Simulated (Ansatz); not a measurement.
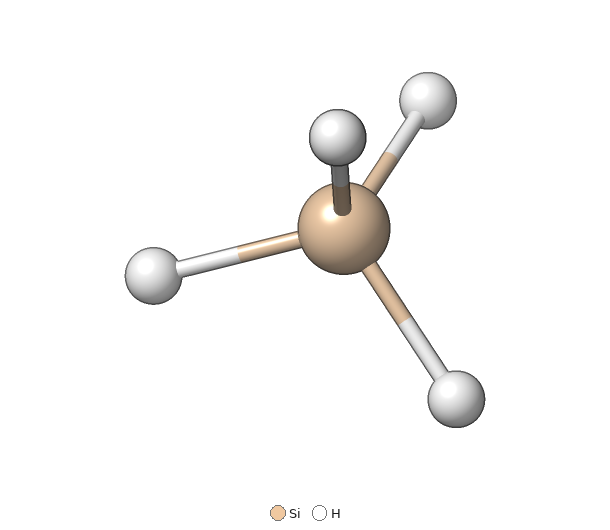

A ball-and-stick model of a molecule.

The geometry was computed by an optimisation with PBE0-D4/def2-TZVP.

Which formula does it have?

Answer. SiH₄, 5 atoms: 1 silicon and 4 hydrogen.

Count the bonded pairs by element.

Answer. 4 Si–H. Sticks follow a distance rule.

How many sets of symmetry-equivalent atoms are there?

Answer. 2: 1 Si, 4 H.

Give the symmetry (Schoenflies symbol).

Answer. Td.

More results for the same structure follow; atom numbers are the same in all pictures, views and colours differ.

**Shape**

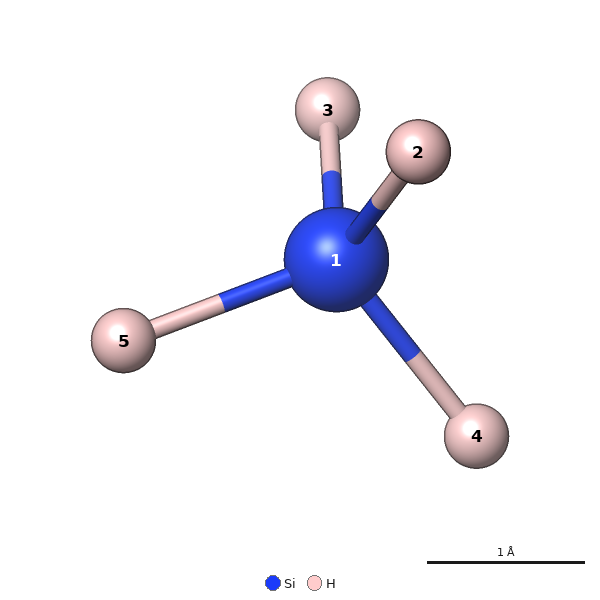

The atoms are numbered.

List the bonds and their lengths.

```tsv
bond	length (Å)
Si1–H2	1.485
Si1–H3	1.485
Si1–H4	1.485
Si1–H5	1.485
```

**Electronic properties**

Method: RKS PBE0-D4/def2-TZVP (Ansatz 0.2.0).

Estimate the harmonic zero-point energy.

Answer. 81.5 kJ/mol.

**Vibrations**

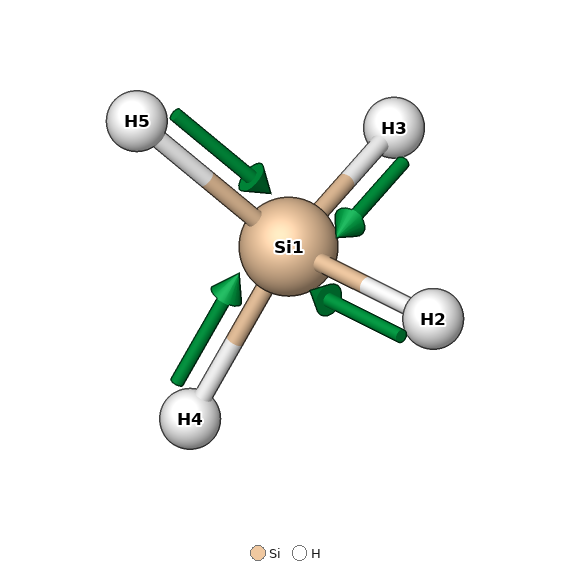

The arrows show one normal mode. Harmonic vibrations computed with RKS PBE0-D4/def2-TZVP (Ansatz 0.2.0) at a stationary point of the same level.

What kind of motion is it?

Answer. Mostly in-phase stretching of 4 Si–H bonds.

At what wavenumber does it lie?

Answer. 2236 cm⁻¹; it is mode 6 of 9 counted from the lowest.

**Charges**

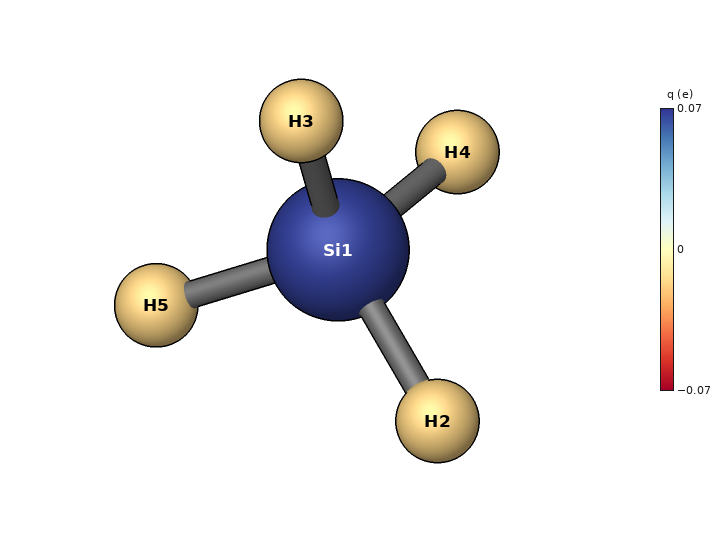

Atoms are coloured by their Mulliken charges. Method: RKS PBE0-D4/def2-TZVP (Ansatz 0.2.0).

Give the Mulliken charges atom by atom.

| atom | value (e) |
| --- | --- |
| Si1 | 0.07 |
| H2 | −0.02 |
| H3 | −0.02 |
| H4 | −0.02 |
| H5 | −0.02 |

Mulliken values depend strongly on the basis set and can even reverse the polarity of a bond.
